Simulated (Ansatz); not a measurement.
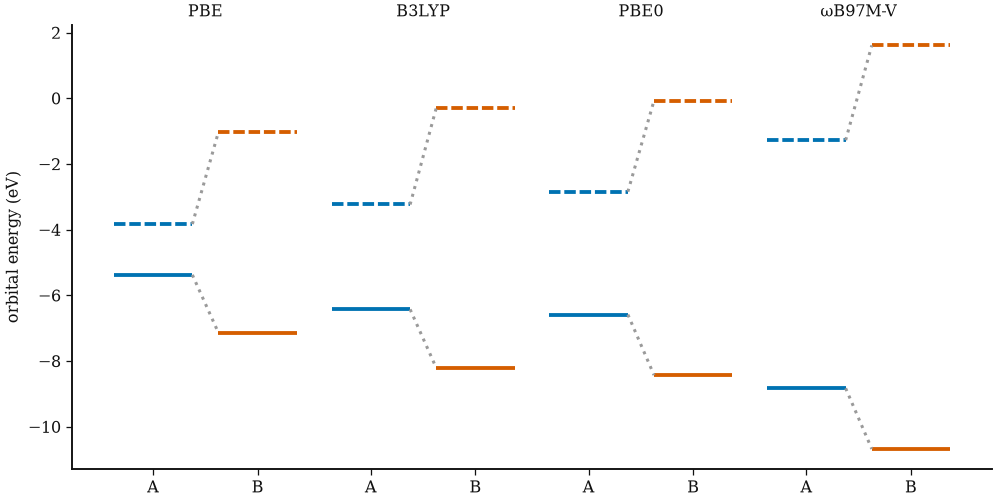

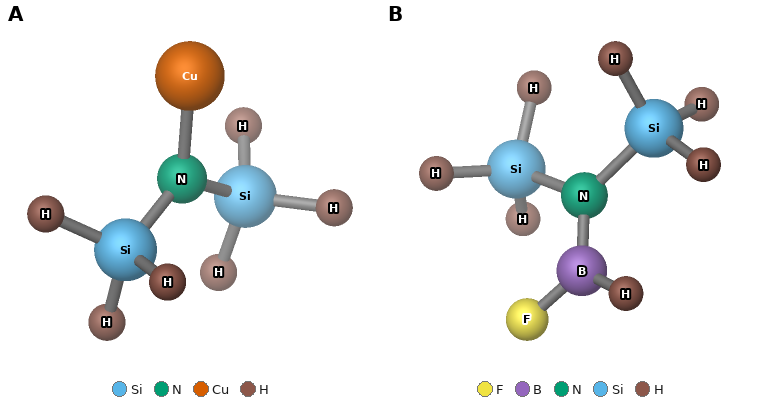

One change: A, CuSi₂NH₆ (SMILES [SiH3][N]([SiH3])[Cu]), becomes B, BSi₂NH₇F (SMILES FBN([SiH3])[SiH3]). Cu on N is replaced by BHF (bound through B). HOMO (solid) and LUMO (dashed) computed in def2-TZVPP at PBE0-D4/def2-TZVP geometries, both minima by their frequencies, gas phase, the Ansatz code 0.2.0. Empty levels above zero depend strongly on the basis.

Question: What does the change do to HOMO and LUMO?

Answer: PBE: the HOMO falls by 1.77 eV, the LUMO rises by 2.81 eV, and the separation goes from 1.55 to 6.12 eV. B3LYP: the HOMO falls by 1.78 eV, the LUMO rises by 2.94 eV, and the separation goes from 3.19 to 7.91 eV. PBE0: the HOMO falls by 1.84 eV, the LUMO rises by 2.77 eV, and the separation goes from 3.74 to 8.36 eV. ωB97M-V: the HOMO falls by 1.85 eV, the LUMO rises by 2.89 eV, and the separation goes from 7.55 to 12.29 eV.

Question: Do the functionals agree on the effect?

Answer: They agree on the direction for both levels; the HOMO shift lies between −1.85 and −1.77 eV and the LUMO shift between 2.77 and 2.94 eV, while the separations themselves differ by up to 6.2 eV between functionals.

Note: one conformer of each flexible molecule.
